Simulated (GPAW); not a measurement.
Density of states of Fe (Im-3m, 1 atom in the cell).

```
CELL_PARAMETERS angstrom
     -1.42035     1.42035     1.42035
      1.42035    -1.42035     1.42035
      1.42035     1.42035    -1.42035
ATOMIC_POSITIONS crystal
  Fe 0.00000 0.00000 0.00000
```
Moments meant for the start (each program seeds them in its own way; μB, in the order of the atoms Fe): 4.0.

Computed with PBE, GPAW PAW datasets PBE (gpaw-data 1.0.1) (plane waves; GPAW).

SCF settings: spinpol = true; mode = pw; ecut = 800 eV; xc = PBE; kpts = 13 13 13; mesh shift (steps) = 0 0 0; occupations.name = methfessel-paxton; occupations.width = 0.136 eV; occupations.order = 1; nbands = -5; convergence.density = 1e-05 e/electron; convergence.energy = 1e-05 eV/electron; symmetry.symmorphic = false; symmetry.tolerance = 0.0005; maxiter = 100. Keys of the DOS step: dos_kpts = 20 20 20; dos_width = 0.1 eV.

The starting cell comes from a database of computed structures (which also holds hypothetical and non-ambient phases and stackings), without a prior relaxation at this level. Its lattice was rescaled by a random factor within 2.5 % of one. With one magnetic atom in the cell only a parallel order is possible.

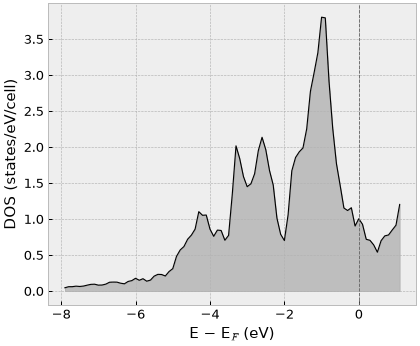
Figure. Total density of states, both spins summed.

Total DOS (both spins), as means of the tabulated values in each energy bin; the zero is the program's Fermi level or highest filled level, and the curve is cut to this window:

(E (eV), states/eV/cell): (-7.80, 0.05); (-7.40, 0.08); (-7.00, 0.09); (-6.60, 0.12); (-6.20, 0.14); (-5.80, 0.15); (-5.40, 0.22); (-5.00, 0.41); (-4.60, 0.74); (-4.20, 1.02); (-3.80, 0.79); (-3.40, 1.49); (-3.00, 1.54); (-2.60, 1.93); (-2.20, 0.99); (-1.80, 1.63); (-1.40, 2.51); (-1.00, 3.46); (-0.60, 1.66); (-0.20, 1.05); (0.20, 0.75); (0.60, 0.70); (1.00, 1.11)

Around zero the curve holds about 0.9 states/eV/cell.
